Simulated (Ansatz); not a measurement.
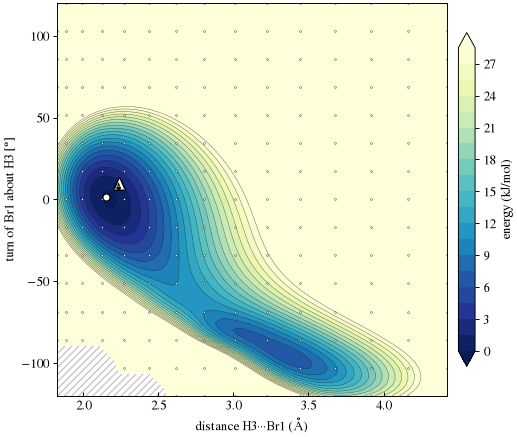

The pair Br···H₂O, charge −1. The turn is about an axis along (0.97, −0.24, −0.00) in the frame of the relaxed pair, normal to the line between the partners. Coordinates scanned: (1) distance H3···Br1; (2) turn of Br1 about H3. The scan uses a 15 × 15 grid. At 10 points there is no value (left out of the scan, as a rule where atoms come close). Energies: kJ/mol, counted from the lowest grid point. Method: RKS SPW92 (LDA)/def2-TZVPD in Ansatz 0.2.0.

The picture shows filled contours, dots at the grid points, one colour for all values above the top of the scale, hatched blanks where no value was computed, the point A. Between grid points the surface is interpolated.

**What is the easiest way out of the well at A, and how high is the barrier?**

The easiest path leads from the well at about distance H3···Br1 = 2.15 Å, turn of Br1 about H3 = 0° to the well at about distance H3···Br1 = 3.36 Å, turn of Br1 about H3 = −95°, about 6.6 kJ/mol higher. Its highest point lies about 11 kJ/mol above the bottom of the first well on the interpolated surface, at about distance H3···Br1 = 2.73 Å, turn of Br1 about H3 = −60°. Seen from the upper well the barrier is about 4.5 kJ/mol. This is the barrier on the constrained surface; relaxing the other coordinates would change it.

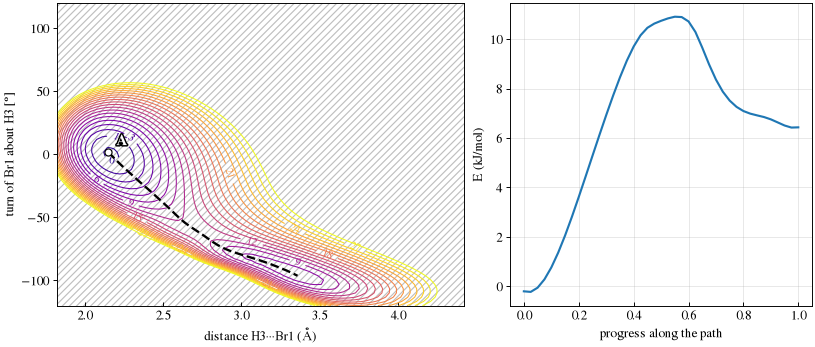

The picture shows contour lines labelled in kJ/mol (none above 28.5), a line along the lowest path, hatched blanks where no value was computed, the energy along the path at the right. Between grid points the surface is interpolated.
